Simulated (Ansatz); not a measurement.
# C₂H₄FNO: up Jacob's ladder to CCSD(T)

How much do the methods differ for C₂H₄FNO? The plan is to run it at one geometry with functionals of several rungs and with coupled cluster, and see how far each lands from CCSD(T) at the basis-set limit for the atomisation energy.

Computed with Ansatz 0.2.0, Gaussian basis. Level: functionals in def2-TZVPP, the program's frozen cores in correlated methods.

Plan: PBE-D4, r2SCAN-D4, PBE0-D4, B3LYP-D4, ωB97X-V, ωB97M-V, B2PLYP; CCSD(T)/def2-TZVPP; CCSD(T)/def2-QZVPP; extrapolation to the limit.

## Step 1: Structure used throughout

All runs share one geometry, relaxed beforehand with PBE0-D4 in a triple-zeta def2 set.

9 atoms, charge 0, spin multiplicity 1.

Atoms are counted from 1 here; the program's logs count them from 0.

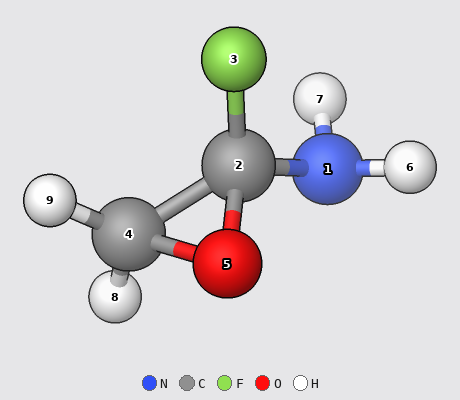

The geometry (nitrogen blue, carbon grey, fluorine green, oxygen red, hydrogen white); atoms are numbered from 1 in the order of the file.

## Step 2: PBE-D4 (GGA)

Contents of in.yaml:

```yaml
crystal:
  periodic: [false, false, false]
  atoms:
    - {symbol: N, position_ang: [-0.133301, 1.071410, 0.808276]}
    - {symbol: C, position_ang: [0.283188, -0.094585, 0.159180]}
    - {symbol: F, position_ang: [0.963867, -0.970654, 0.967822]}
    - {symbol: C, position_ang: [-0.396546, -0.664313, -0.987604]}
    - {symbol: O, position_ang: [0.858212, 0.046627, -1.076597]}
    - {symbol: H, position_ang: [0.665430, 1.634061, 1.077075]}
    - {symbol: H, position_ang: [-0.676080, 0.853836, 1.633609]}
    - {symbol: H, position_ang: [-1.244998, -0.143636, -1.419674]}
    - {symbol: H, position_ang: [-0.319762, -1.732766, -1.162086]}
basis:
  gaussian: {orbitals: def2-TZVPP}
hamiltonian: {xc: pbe, dispersion: d4}
output: {forces: true, orbitals: {seedname: orbitals}}
```

Started as:

```bash
ansatz run in.yaml --threads 2 --pin off --events-out ev --progress --plain --max-ram 32768MiB --backend cpu
```

The runs that follow: r2SCAN-D4 (meta-GGA); PBE0-D4 (hybrid); B3LYP-D4 (hybrid); ωB97X-V (range-separated); ωB97M-V (range-separated); B2PLYP (double hybrid); CCSD(T) in def2-TZVPP; CCSD(T) in def2-QZVPP.

Q: Predict the results of all the runs planned. Wanted: atomisation energy, CCSD(T)/CBS; farthest; mean size of error, hybrid; mean size of error, range-separated; gap, smallest and largest; T1 diagnostic; triples share of the correlation energy.

As calculated:

```
                               quantity                                 value
        atomisation energy, CCSD(T)/CBS                         3513.4 kJ/mol
 functionals within 17.6 kJ/mol (0.5 %)                              B3LYP-D4
                               farthest                PBE-D4 (+164.8 kJ/mol)
             mean size of error, hybrid                           23.9 kJ/mol
    mean size of error, range-separated                           31.8 kJ/mol
              gap, smallest and largest  6.79 eV (PBE-D4), 13.68 eV (ωB97X-V)
                          T1 diagnostic                                0.0115
triples share of the correlation energy                                 3.7 %
```

What this shows: PBE-D4 is off by +164.8 kJ/mol. Double hybrids carry the basis error of their MP2 part in triple zeta, and no dispersion term here, so their miss is partly the set-up's. The reference freezes the cores and leaves out relativity and excitations past (T), so misses under about 17.6 kJ/mol can't be ranked. Hartree-Fock recovers 66 % of the binding; the rest is correlation. Orbital gaps span 6.8 to 13.7 eV; exact exchange widens them.
